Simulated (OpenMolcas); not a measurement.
# W⁵⁺ among point charges: CASSCF and CASPT2 levels and susceptibility

How does a field of 5 point charges split the states of W⁵⁺, and what χT follows?

Program: OpenMolcas 26.06. Level of theory: state-averaged CASSCF and CASPT2, spin-orbit coupling by RASSI with atomic mean-field integrals. These are calculated values, not measurements, unless marked.

## 1. Starting point

- Species: W⁵⁺ (tungsten, Z = 74, 69 electrons)
- Basis: ANO-RCC-VDZP [7s6p4d2f1g], 68 functions
- Scalar Hamiltonian: DKH2, point nucleus
- Inactive shells: 1s 2s 2p 3s 3p 3d 4s 4p 4d 4f 5s 5p
- Active space: 1 electron in 5 orbitals (5d)
- Some configurations of this space: 5d
- Orbitals: optimised for each spin and parity, averaged over all roots

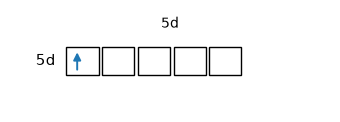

The shells outside the core, filled by Hund's rule for the drawing.

The ion sits among 5 point charges of -1 e arranged as a square pyramid (C4v), 2.13 Å from the ion, with the axial distance 2.577 Å.

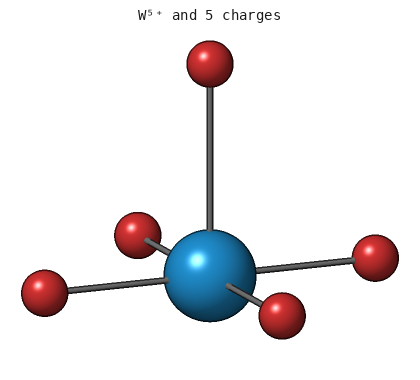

The ion and the point charges (red).

The work runs as a chain of OpenMolcas steps in one folder; each step below is one input file. Labels, J, g values, rates, χT and fits are worked out afterwards by a script from the matrices that RASSI stores.

## 2. Basis and integrals

Contents of a.inp:

```
&GATEWAY
Coord
1

W 0.0 0.0 0.0
Basis=ANO-RCC-VDZP
Group=NoSym
NoMove
AngMom=0.0 0.0 0.0
AMFI
XField
5 Angstrom 0
2.130000 0.000000 0.000000 -1.000000
0.000000 2.130000 0.000000 -1.000000
-2.130000 0.000000 0.000000 -1.000000
0.000000 -2.130000 0.000000 -1.000000
0.000000 0.000000 2.577300 -1.000000
&SEWARD
```

## 3. CASSCF: doublets, 5 roots

Contents of a.inp:

```
&RASSCF
FileOrb=start.orb
Symmetry=1
Spin=2
nActEl=1 0 0
Inactive=34
Ras2=5
CIRoot=5 5 1
SDav=5
CIMx=300
Iter=120 100
PrWF=0.3
OrbListing=Nothing
MaxOrb=0
>>> COPY $Project.JobIph JOB001
```

start.orb holds the contracted functions of the basis, ordered by shell, or the orbitals of the step before.

## 4. State interaction with spin-orbit coupling

Contents of a.inp:

```
&RASSI
NrOfJobIphs=1 5
1 2 3 4 5
IphNames
JOB001
EJob
SpinOrbit
DIPRint=1.0
SOCoupling=1000.0
Subsets=2
Property=9
'ANGMOM' 1 'ANGMOM' 2 'ANGMOM' 3 'MLTPL  1' 1 'MLTPL  1' 2 'MLTPL  1' 3
'AMFI' 1 'AMFI' 2 'AMFI' 3
SOProperty=3
'ANGMOM' 1 'ANGMOM' 2 'ANGMOM' 3
```

## 5. CASPT2: IPEA 0.25, imaginary shift 0.1 (closed shells correlated: 4f 5s 5p)

Contents of a.inp:

```
>>> COPY JOB001 $Project.JobIph
&CASPT2
Multistate=5 1 2 3 4 5
NoMult
Frozen=23
IPEA=0.25
Imaginary=0.1
MaxIter=60
WThr=0.0 0.3 0.05
PrWF=0.5
NoMix
```

(Steps that only read results are left out.)

**Question.** What will these runs give? Wanted: spin-free ground state; first state of the same spin within the active space; lowest level; next level.

As calculated:

```
                                            quantity                                                                           value
                                              method  SS-CASPT2, IPEA 0.25, imaginary shift 0.1 (closed shells correlated: 4f 5s 5p)
                              spin-free ground state                                             doublet, 2-fold in its orbital part
first state of the same spin within the active space                                                            doublet at 29.4 cm⁻¹
                                        lowest level                                                    2-fold, g = 0.80, 1.59, 1.59
                                          next level                                                                     4250.4 cm⁻¹
                                         χT at 300 K                                                                  0.19 cm³ K/mol
                           effective moment at 300 K                                                                         1.23 μB
```

Cost by method:

```
                                                 method  time of its own steps  time with the reference
                                              A. CASSCF                  1.7 s                    1.7 s
B. SS-CASPT2, IPEA 0.25, imaginary shift 0.1, +4f 5s 5p                  1.4 s                    3.1 s
```

Times are of one thread on a shared host.

What this shows: The spin-free ground state (doublet) comes to 100 % from free-ion D terms and keeps the highest spin of the shell. χT at 300 K is 0.19, against 0.38 cm³ K/mol for the spin alone, so orbital moment lowers it. The field of point charges can differ much from that of real complexes. This is an electrostatic model: the charges have no orbitals.
